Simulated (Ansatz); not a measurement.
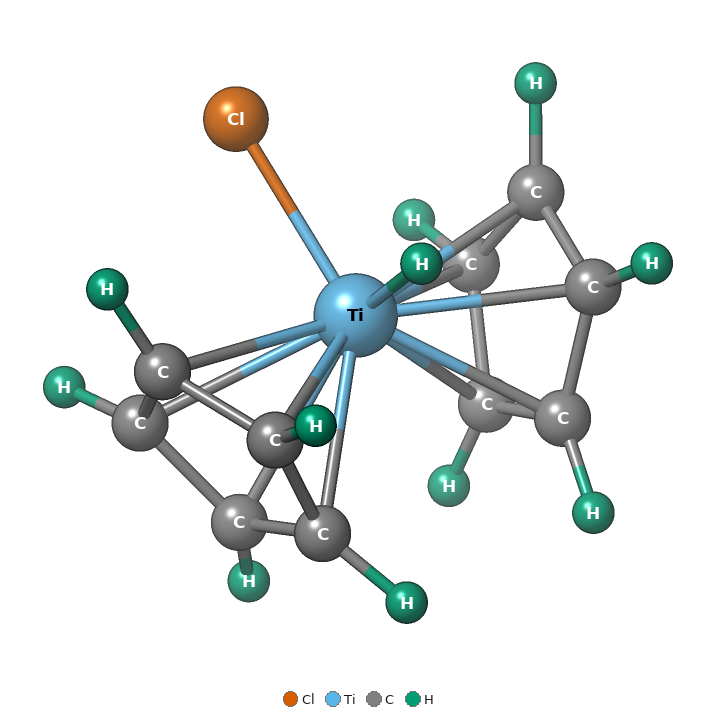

Distant atoms are faded towards the background colour. The species is neutral and a spin singlet. The geometry was computed by an optimisation with PBE0-D4/def2-TZVP. No frequency run is at hand to confirm it as a minimum.

Question: Which symmetry elements does this geometry have?

Answer: It has 1 mirror plane, so the point group is Cs. The group has 2 operations. The geometry is achiral, and symmetry allows a dipole moment.
